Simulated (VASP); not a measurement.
Band structure of YN (rock salt). These are TPSS meta-GGA, VASP's PBE PAW potentials (set 64) (plane waves; VASP) values and carry that method's errors.

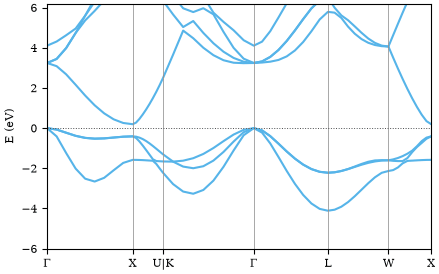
Figure: Bands along high-symmetry lines, zero at the valence-band maximum or, without a gap, the Fermi level

Q: Read the plot: is there a gap, and where are the band edges?

A: The gap is indirect, 0.20 eV, from the valence maximum at Γ to the conduction minimum at X.

The compound is YN in the rock salt structure. It was relaxed first.
